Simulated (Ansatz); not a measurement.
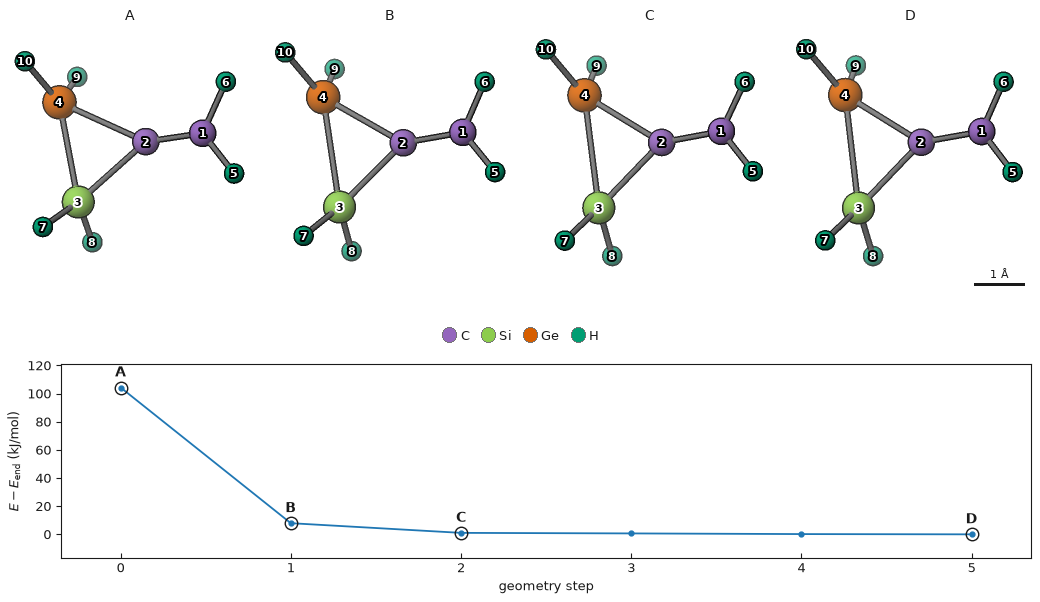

Frames of a relaxation of C$_{2}$H$_{6}$GeSi (coarse preliminary run), marked on the history of the run. The picture is a ball-and-stick view, seen from a free direction.

The start comes from a force field.

Computed with RKS PBE-D4/def2-SVP in Ansatz 0.2.0. Settings: force threshold 0.03 eV/Å; at most 200 steps.

> Describe the path.

The energy falls by 104.3 kJ/mol in 5 geometry steps. The largest force component goes from 4.9 to 0.01 eV/Å. The largest move after the best rigid fit is that of H8, 0.29 Å. By element the largest moves are H 0.29 Å, Ge 0.19 Å, Si 0.13 Å, C 0.10 Å. Some distances before and after: Si3–Ge4 2.096 → 2.352 Å, C2–Ge4 2.090 → 1.988 Å, C1–C2 1.266 → 1.343 Å, Si3–H8 1.428 → 1.504 Å. Bond angles that change, for instance: Si3–C2–Ge4 63.3° → 74.8°, H7–Si3–H8 122.9° → 111.9°, H9–Ge4–H10 123.3° → 113.3°. The run took 8 s on 4 threads of Arm Neoverse V1 (shared host). From step 0 to 1: H10 moves most (0.20 Å), energy −96.4 kJ/mol. From step 1 to 2: H8 moves most (0.11 Å), energy −6.88 kJ/mol. From step 2 to 5: H6 moves most (0.05 Å), energy −1.04 kJ/mol.

```json
{"step": "0", "E − E(0), kJ/mol": "0.00", "largest force component, eV/Å": "4.9373"}
{"step": "1", "E − E(0), kJ/mol": "-96.42", "largest force component, eV/Å": "1.1881"}
{"step": "2", "E − E(0), kJ/mol": "-103.30", "largest force component, eV/Å": "0.3620"}
{"step": "3", "E − E(0), kJ/mol": "-103.69", "largest force component, eV/Å": "0.1758"}
{"step": "4", "E − E(0), kJ/mol": "-104.16", "largest force component, eV/Å": "0.1087"}
{"step": "5", "E − E(0), kJ/mol": "-104.35", "largest force component, eV/Å": "0.0104"}
```
